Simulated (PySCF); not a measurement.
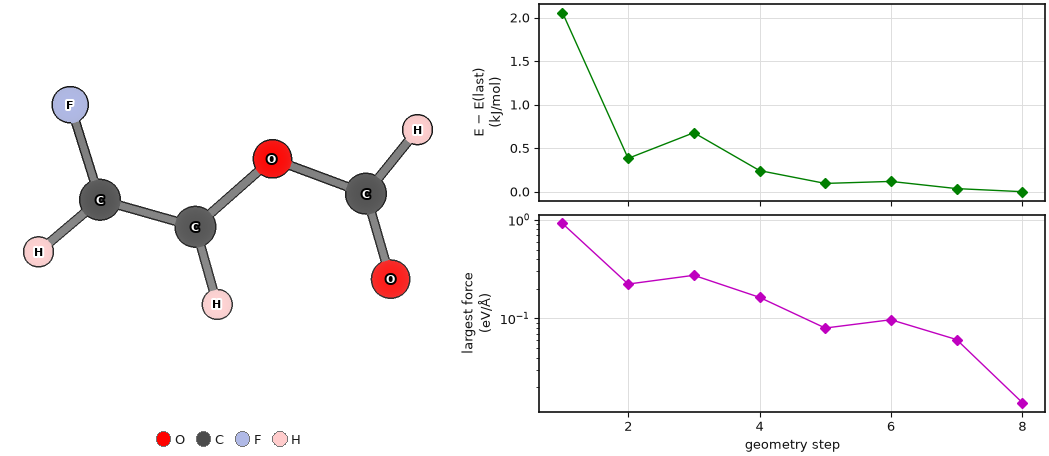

Beside the plot: the molecule at the start.

History of a geometry optimisation.

C3H3FO2 (SMILES O=CO/C=C\F); PBE0-D3(BJ)/def2-SVP, geometry optimisation in PySCF.

How did it end, and what did it gain?

The optimisation met its thresholds at geometry 8, counting the start as the first. The energy fell by about 2.1 kJ/mol from the first step to the last, with a rise at step 3. The largest force goes from about 0.92 eV/Å at the start to 0.014 eV/Å at the end.
